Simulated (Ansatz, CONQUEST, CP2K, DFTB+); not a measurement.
# CP2K on H-capped Sn nanowire along [110] (56 atoms): settings against a plane-wave reference

How do the settings of CP2K change the result for H-capped Sn nanowire along [110] (56 atoms)? A plane-wave run serves as the yardstick.

Main program and level: CP2K 2026.2; the method is named at each step.

## Step 1: The structure

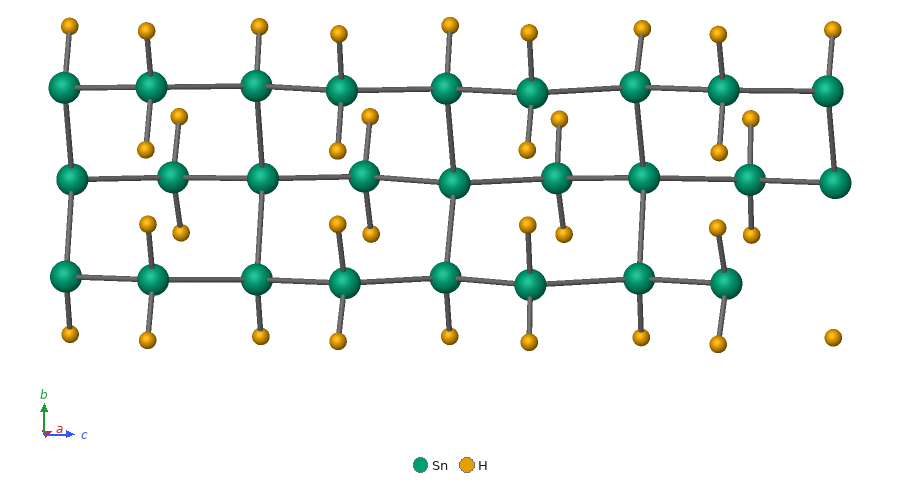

Start, viewed from the side, with the c axis across the page; tin teal, hydrogen orange. Bonds to atoms that aren't drawn are left out. Some periodic images of atoms are drawn too.

The cell holds 56 atoms: 24 Sn and 32 H. Its edges and angles: a = 16.841 Å, b = 17.381 Å, c = 18.354 Å, α = 90.0°, β = 90.0°, γ = 90.0°. It derives from Sn (diamond-structure). Round section of size parameter 4.53 Å cut from diamond-structure Sn (a = 6.489 Å) along [110], 4 periods, broken bonds capped with H, 10 Å of vacuum. Then every atom was moved at random, 0.03 Å r.m.s. a Cartesian component (hydrogen 0.6 of that). Regions: wire, 24 atoms (24 Sn); hydrogen, 32 atoms (32 H). Vacuum lies along a and b. The structure's axis is c.

The yardstick, on the same geometry:

* method: Kohn-Sham DFT, PBE, PAW, plane waves (Ansatz 0.2.0); cutoff 420 eV, Γ point, fermi-dirac smearing of 0.05 eV; PAW set soft_2
* r.m.s. force component: 0.4556 eV/Å
* longest force: 2.209 eV/Å
* gap (highest filled to lowest empty level): 1.716 eV
* SCF cycles: 8
* time: 22 s on 4 threads of Intel Xeon 6975P-C (Granite Rapids), shared host
* CPU time: 82 s

## Step 2: PBE, DZVP-MOLOPT-SR, 450/50 Ry, diagonalisation

Method: Kohn-Sham DFT, PBE, GTH-PBE pseudopotentials, Gaussian and plane waves, DZVP-MOLOPT-SR-GTH, diagonalisation.

input.inp

```
&GLOBAL
  PROJECT cell
  RUN_TYPE ENERGY_FORCE
  PRINT_LEVEL LOW
&END GLOBAL
&FORCE_EVAL
  METHOD QS
  &DFT
    BASIS_SET_FILE_NAME BASIS_MOLOPT
    POTENTIAL_FILE_NAME GTH_POTENTIALS
    &MGRID
      CUTOFF 450
      REL_CUTOFF 50
    &END MGRID
    &QS
      EPS_DEFAULT 1.0E-12
    &END QS
    &SCF
      SCF_GUESS ATOMIC
      EPS_SCF 1.0E-06
      MAX_SCF 200
      ADDED_MOS 20
      &DIAGONALIZATION
        ALGORITHM STANDARD
      &END DIAGONALIZATION
      &SMEAR ON
        METHOD FERMI_DIRAC
        ELECTRONIC_TEMPERATURE [K] 580
      &END SMEAR
      &MIXING
        METHOD BROYDEN_MIXING
        ALPHA 0.15
        NBROYDEN 8
      &END MIXING
      &PRINT
        &RESTART OFF
        &END RESTART
      &END PRINT
    &END SCF
    &XC
      &XC_FUNCTIONAL PBE
      &END XC_FUNCTIONAL
    &END XC
    &PRINT
      &MULLIKEN ON
      &END MULLIKEN
      &HIRSHFELD ON
        SHAPE_FUNCTION DENSITY
      &END HIRSHFELD
      &MO ON
        EIGENVALUES T
        OCCUPATION_NUMBERS T
        MO_INDEX_RANGE 53 76
        &EACH
          QS_SCF 0
        &END EACH
        ADD_LAST NUMERIC
      &END MO
    &END PRINT
  &END DFT
  &SUBSYS
    &CELL
      A 16.84129 0.00000 0.00000
      B 0.00000 17.38083 0.00000
      C 0.00000 0.00000 18.35366
    &END CELL
    &TOPOLOGY
      COORD_FILE_NAME structure.xyz
      COORD_FILE_FORMAT XYZ
    &END TOPOLOGY
    &KIND Sn
      BASIS_SET DZVP-MOLOPT-SR-GTH-q4
      POTENTIAL GTH-PBE-q4
    &END KIND
    &KIND H
      BASIS_SET DZVP-MOLOPT-SR-GTH-q1
      POTENTIAL GTH-PBE-q1
    &END KIND
  &END SUBSYS
  &PRINT
    &FORCES ON
    &END FORCES
  &END PRINT
&END FORCE_EVAL
```

structure.xyz

```xyz
56

Sn 5.97933 6.42100 2.32064
Sn 7.55130 6.42395 0.04478
Sn 6.01588 6.35982 6.92832
Sn 7.63197 6.37320 4.62586
Sn 5.97933 6.33914 11.39414
Sn 7.57942 6.44029 9.17041
Sn 6.01268 6.38954 16.10607
Sn 7.60805 6.43716 13.82141
Sn 6.01638 11.02379 2.27971
Sn 7.62944 10.93654 0.00092
Sn 6.00948 10.96139 6.85895
Sn 7.65588 11.00015 4.61026
Sn 5.93908 10.93046 11.44773
Sn 7.58835 10.95879 9.19170
Sn 6.01301 11.01493 16.03890
Sn 7.60923 11.01736 13.73037
Sn 9.21707 8.67894 0.00477
Sn 10.89194 8.67616 2.23511
Sn 9.26658 8.71909 4.58364
Sn 10.81767 8.72031 6.84353
Sn 9.23223 8.62941 9.19628
Sn 10.87358 8.69615 11.46571
Sn 9.23004 8.78340 13.75625
Sn 10.89328 8.67981 16.10827
H 4.97475 7.79009 2.31330
H 4.98098 5.01350 2.30430
H 8.61752 5.00446 0.02276
H 5.00506 5.01037 6.88079
H 4.99294 7.80869 6.87565
H 8.56649 4.97491 4.61448
H 4.98755 5.00985 11.48113
H 4.95403 7.81042 11.45048
H 8.59546 4.99560 9.15334
H 5.00809 4.97770 16.02385
H 4.99681 7.76210 16.01063
H 8.61213 4.98951 13.75864
H 5.01870 9.56745 2.25768
H 5.01281 12.41009 2.27604
H 8.58518 12.36611 0.01597
H 4.96043 9.56363 6.87858
H 5.01870 12.36003 6.90208
H 8.56952 12.37932 4.58126
H 5.00355 9.60430 11.43305
H 4.97475 12.40696 11.48058
H 8.62577 12.42660 9.16050
H 5.01955 12.38819 16.02642
H 5.04767 9.56363 16.04385
H 8.61550 12.36994 13.78433
H 11.82848 10.08836 2.27659
H 11.86924 7.31194 2.31440
H 11.81080 10.10869 6.86721
H 11.83757 7.30464 6.89107
H 11.79934 10.06889 11.42387
H 11.81652 7.32133 11.53142
H 11.85341 10.09791 16.02146
H 11.80591 7.32359 16.04422
```

Started as:

```console
$ OMP_NUM_THREADS=1 cp2k.psmp -i input.inp > output.txt
```

Numbers of over 12 decimals in the logs are rounded to 6 here.

What it wrote:

```text
CP2K| version string:                                       CP2K version 2026.2
 CP2K| Input file name                                                 input.inp
 GLOBAL| Basis set file name                                        BASIS_MOLOPT
 GLOBAL| Potential file name                                      GTH_POTENTIALS
 GLOBAL| Run type                                                   ENERGY_FORCE
 GLOBAL| Total number of message passing processes                             1
 GLOBAL| Number of threads for this process                                    1
 TOTAL NUMBERS AND MAXIMUM NUMBERS
  Total number of            - Atomic kinds:                                   2
                             - Atoms:                                         56
                             - Shell sets:                                    56
                             - Shells:                                       216
                             - Primitive Cartesian functions:                280
                             - Cartesian basis functions:                    496
                             - Spherical basis functions:                    472
  Maximum angular momentum of- Orbital basis functions:                        2
                             - Local part of the GTH pseudopotential:          2
                             - Non-local part of the GTH pseudopotential:      4
 SCF PARAMETERS         Density guess:                                    ATOMIC
                        max_scf:                                             200
                        eps_scf:                                        1.00E-06
                        added MOs                                        20    0
                        Mixing method:                            BROYDEN_MIXING
                                                charge density mixing in g-space
                        Smear method:                                FERMI_DIRAC
                        Electronic temperature [K]:                        580.0
                        Electronic temperature [a.u.]:                  1.84E-03
                        Accuracy threshold:                             1.00E-10
 Extrapolation method: initial_guess
 Number of electrons:                                                        128
 Number of occupied orbitals:                                                 64
 Number of molecular orbitals:                                                84
 Number of orbital functions:                                                472
 Number of independent orbital functions:                                    472
 SCF WAVEFUNCTION OPTIMIZATION
  Step     Update method      Time    Convergence         Total energy    Change
     1 NoMix/Diag. 0.15E+00    8.3     0.73607915       -97.7642948517 -9.78E+01
     2 Broy./Diag. 0.15E+00   10.9     0.01527013      -103.9112892237 -6.15E+00
     3 Broy./Diag. 0.15E+00   11.0     0.05883599      -101.8662914812  2.04E+00
     4 Broy./Diag. 0.15E+00   10.9     0.00516170      -101.7290327197  1.37E-01
[...]
27 Broy./Diag. 0.15E+00   11.8     0.00000115      -101.8456776548 -1.05E-05
    28 Broy./Diag. 0.15E+00   11.9     0.00000030      -101.8456854190 -7.76E-06
  *** SCF run converged in    28 steps ***
  Electronic density on regular grids:       -128.0000000000        0.0000000000
  Core density on regular grids:              127.9999999995       -0.0000000005
  Total charge density on r-space grids:       -0.0000000005
  Total charge density g-space grids:          -0.0000000005
  Overlap energy of the core charge distribution:               1.84703e-05
  Self energy of the core charge distribution:               -224.183762
  Core Hamiltonian energy:                                     53.787575
  Hartree energy:                                             104.149257
  Exchange-correlation energy:                                -35.598773
  Electronic entropic energy:                                  -1.34998e-09
  Fermi energy:                                                -0.094342
  Total energy:                                              -101.845685
  Total energy (extrapolated to T->0):                       -101.845685
 MO| EIGENVALUES AND OCCUPATION NUMBERS
 MO|
 MO|  Index      Eigenvalue [a.u.]        Eigenvalue [eV]             Occupation
 MO|     53              -0.186176              -5.066116               2.000000
 MO|     54              -0.185143              -5.037996               2.000000
 MO|     55              -0.182853              -4.975678               2.000000
[...]
MO|     75              -0.013611              -0.370383               0.000000
 MO|     76              -0.011238              -0.305803               0.000000
 MO| Sum:                                                             128.000000
 MO| E(Fermi):           -0.094342 a.u.         -2.567183 eV
 !-----------------------------------------------------------------------------!
                     Mulliken Population Analysis
 #  Atom  Element  Kind  Atomic population                           Net charge
       1     Sn       1          4.099902                             -0.099902
       2     Sn       1          4.127572                             -0.127572
       3     Sn       1          4.111157                             -0.111157
[...]
55     H        2          0.914155                              0.085845
      56     H        2          0.932165                              0.067835
 # Total charge                            128.000000                  0.000000
 !-----------------------------------------------------------------------------!
 !-----------------------------------------------------------------------------!
                           Hirshfeld Charges
  #Atom  Element  Kind  Ref Charge     Population                    Net charge
      1       Sn     1       4.000          3.843                         0.157
      2       Sn     1       4.000          3.916                         0.084
      3       Sn     1       4.000          3.849                         0.151
[...]
55       H      2       1.000          1.080                        -0.080
     56       H      2       1.000          1.078                        -0.078
  Total Charge                                                           -0.000
 !-----------------------------------------------------------------------------!
 ENERGY| Total FORCE_EVAL ( QS ) energy [hartree]           -101.845680
 FORCES| Atomic forces [hartree/bohr]
 FORCES|   Atom     x               y               z               |f|
 FORCES|      1  5.37079462E-04 -1.20132454E-02  7.26644096E-03   1.40501844E-02
 FORCES|      2  1.13862255E-02 -9.86062075E-03 -4.18919482E-04   1.50682934E-02
 FORCES|      3 -7.39124369E-03  1.21960478E-02 -1.02003529E-02   1.75334327E-02
[...]
FORCES|     55  2.28576468E-03 -5.70645207E-04  2.46346358E-03   3.40866673E-03
 FORCES|     56  1.42877886E-02 -1.80272787E-02 -2.38507218E-04   2.30039250E-02
 FORCES| Sum    -4.43069762E-06  6.46435527E-06 -1.33448565E-06
 FORCES| Total atomic force                                       7.94983160E-06
```

Elapsed: 5.7 min, on 1 thread of Intel Xeon 6975P-C (Granite Rapids), shared host; peak memory 7.3 GiB.

Banners, paths, timers and routine set-up lines are dropped from the logs unmarked, and long logs keep their key lines alone; longer cuts are marked.

Against the reference:

| Property | Result |
| --- | --- |
| r.m.s. force component | 0.431 eV/Å |
| r.m.s. difference of force components | 91.34 meV/Å |
| longest difference of force vectors | 226.8 meV/Å |
| force difference over r.m.s. force | 20.05 % |
| slope of forces against the reference's | 0.9272 |
| correlation of force components | 0.9803 |
| gap (highest filled to lowest empty level) | 1.867 eV |
| gap difference | 0.1509 eV |

Length of the force difference by element (eV/Å):

```tsv
element	atoms	mean	most
H	32	0.14	0.20
Sn	24	0.16	0.23
```

Levels nearest the highest filled one (eV from it): -1.57, -1.55, -1.48, -1.40, -1.32, -1.25, -1.17, -1.10, -1.00, -0.92, -0.36, 0.00, 1.87, 1.92, 2.00, 2.46, 2.75, 2.79, 2.83, 3.03, 3.06, 3.10, 3.12, 3.19.

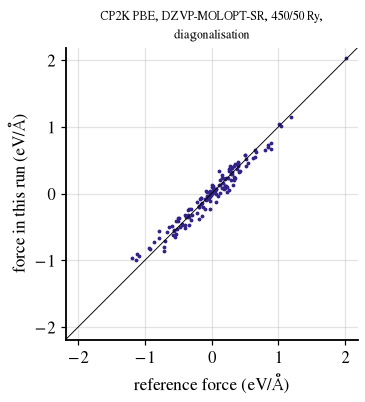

Force components against those of the reference; the line marks equality.

The surroundings of H34, picked at random, nearest first, numbered as they follow in the input and with coordinates relative to it.

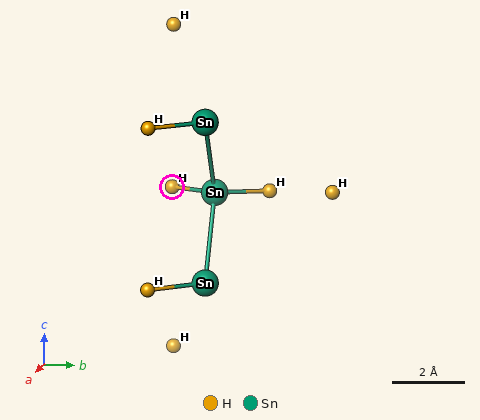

The atoms of the table, within 4.6 Å (arrows a, b, c point along x, y, z); some may hide others; the central atom is ringed.

```tsv
atom	x	y	z	distance (Å)	Hirshfeld charge (e)	Fx	Fy	Fz (eV/Å)
H34	0.00	0.00	0.00	0.00	-0.08	0.10	0.13	0.08
Sn7	1.00	1.41	0.08	1.73	0.15	-0.34	-0.50	-0.31
H35	-0.01	2.78	-0.01	2.78	-0.08	-0.07	-0.01	0.08
Sn8	2.60	1.46	-2.20	3.71	0.07	0.11	-0.23	-0.71
Sn2	2.54	1.45	2.37	3.77	0.08	0.59	-0.51	-0.02
H36	3.60	0.01	-2.27	4.26	-0.08	-0.20	0.38	0.07
H27	3.61	0.03	2.35	4.31	-0.08	-0.39	0.45	0.02
H31	-0.02	0.03	-4.54	4.54	-0.08	-0.49	-0.66	-0.06
H47	0.04	4.59	0.02	4.59	-0.08	0.09	0.39	-0.02
H26	-0.03	0.04	4.63	4.63	-0.08	0.03	0.04	-0.02
```

Forces lie 20 % from the reference's, at 4.2 times its CPU time (on 1 against 4 cores).

## Step 3: PBE, DZVP-UZH, 450/50 Ry, diagonalisation

Method: Kohn-Sham DFT, PBE, GTH-PBE pseudopotentials, Gaussian and plane waves, DZVP-MOLOPT (UZH set), diagonalisation.

input.inp, as its differences from that of step 2:

```diff
@@ -8,4 +8,4 @@
   &DFT
-    BASIS_SET_FILE_NAME BASIS_MOLOPT
-    POTENTIAL_FILE_NAME GTH_POTENTIALS
+    BASIS_SET_FILE_NAME BASIS_MOLOPT_UZH
+    POTENTIAL_FILE_NAME POTENTIAL_UZH
     &MGRID
@@ -66,8 +66,32 @@
     &END CELL
-    &TOPOLOGY
-      COORD_FILE_NAME structure.xyz
-      COORD_FILE_FORMAT XYZ
-    &END TOPOLOGY
+    &COORD
+      SCALED
+      Sn 0.35504 0.36943 0.12644
+      Sn 0.44838 0.36960 0.00244
+      Sn 0.35721 0.36591 0.37749
+      Sn 0.45317 0.36668 0.25204
+      Sn 0.35504 0.36472 0.62081
+      Sn 0.45005 0.37054 0.49965
+      Sn 0.35702 0.36762 0.87754
+      Sn 0.45175 0.37036 0.75306
+      Sn 0.35724 0.63425 0.12421
+      Sn 0.45302 0.62923 0.00005
+      Sn 0.35683 0.63066 0.37371
+      Sn 0.45459 0.63289 0.25119
+      Sn 0.35265 0.62888 0.62373
+      Sn 0.45058 0.63051 0.50081
+      Sn 0.35704 0.63374 0.87388
+      Sn 0.45182 0.63388 0.74810
+      Sn 0.54729 0.49934 0.00026
+      Sn 0.64674 0.49918 0.12178
+      Sn 0.55023 0.50165 0.24974
+      Sn 0.64233 0.50172 0.37287
+[... 32 atom lines left out ...]
+      H 0.70062 0.57931 0.62243
+      H 0.70164 0.42123 0.62829
+      H 0.70383 0.58098 0.87293
+      H 0.70101 0.42136 0.87417
+    &END COORD
     &KIND Sn
-      BASIS_SET DZVP-MOLOPT-SR-GTH-q4
+      BASIS_SET DZVP-MOLOPT-PBE-GTH-q4
       POTENTIAL GTH-PBE-q4
@@ -75,3 +99,3 @@
     &KIND H
-      BASIS_SET DZVP-MOLOPT-SR-GTH-q1
+      BASIS_SET DZVP-MOLOPT-PBE-GTH-q1
       POTENTIAL GTH-PBE-q1
```

What it wrote:

```text
CP2K| version string:                                       CP2K version 2026.2
 CP2K| Input file name                                                 input.inp
 GLOBAL| Basis set file name                                    BASIS_MOLOPT_UZH
 GLOBAL| Potential file name                                       POTENTIAL_UZH
[... lines left out ...]
                        Smear method:                                FERMI_DIRAC
[... lines left out ...]
 Number of electrons:                                                        128
[... lines left out ...]
  Step     Update method      Time    Convergence         Total energy    Change
[... lines left out ...]
  *** SCF run converged in    33 steps ***
[... lines left out ...]
  Fermi energy:                                                -0.099979
  Total energy:                                              -101.860703
  Total energy (extrapolated to T->0):                       -101.860703
[... lines left out ...]
 MO| E(Fermi):           -0.099979 a.u.         -2.720573 eV
[... lines left out ...]
     56       H      2       1.000          1.083                        -0.083
  Total Charge                                                           -0.000
 !-----------------------------------------------------------------------------!
 ENERGY| Total FORCE_EVAL ( QS ) energy [hartree]           -101.860724
 FORCES| Atomic forces [hartree/bohr]
 FORCES|   Atom     x               y               z               |f|
 FORCES|      1  2.76027519E-03 -1.15171282E-02  7.32174608E-03   1.39237684E-02
 FORCES|      2  9.63104039E-03 -7.92613118E-03 -3.76836562E-04   1.24788822E-02
 FORCES|      3 -5.01495764E-03  1.17678546E-02 -1.00897547E-02   1.62921868E-02
[...]
FORCES|     55  3.64131550E-03  1.40111259E-03  2.31721479E-03   4.53781660E-03
 FORCES|     56  1.52444384E-02 -1.93683880E-02 -2.79755411E-04   2.46496576E-02
 FORCES| Sum    -3.41705269E-06  4.14733846E-06 -1.66770339E-06
 FORCES| Total atomic force                                       5.62653534E-06
```

The job ended after 6.4 min (1 thread; peak memory 7.3 GiB).

Numbers from this run, and their distance from the reference:

```yaml
r_m_s_force_component: 0.4314 eV/Å
r_m_s_difference_of_force_components: 38.49 meV/Å
longest_difference_of_force_vectors: 138.6 meV/Å
force_difference_over_r_m_s_force: 8.447 %
slope_of_forces_against_the_reference_s: 0.9447
correlation_of_force_components: 0.9977
spacing_of_highest_filled_and_lowest_empty_level: 1.861 eV
gap_difference: 0.1453 eV
```

Against the first run (20 %), the force difference from the reference is 8.4 %, at 1.1 times the CPU time, with 472 basis functions against 472; this set comes with other potentials too, so the change isn't the basis's alone.

(Continued in part 2 of 2.)

[Also dropped from logs without a mark: logging warnings of Python, and SIESTA's first energy breakdown and zero terms.]

[Logs are printed without paths, hosts, clocks, repeated set-up lines and the standing remarks that a program may print on its own settings, such as how far it seeks lower states.]

[Hosts, paths, dates, database ids (printed as entryN), source tags and the programs' standing remarks are cut or masked in the printed files.]
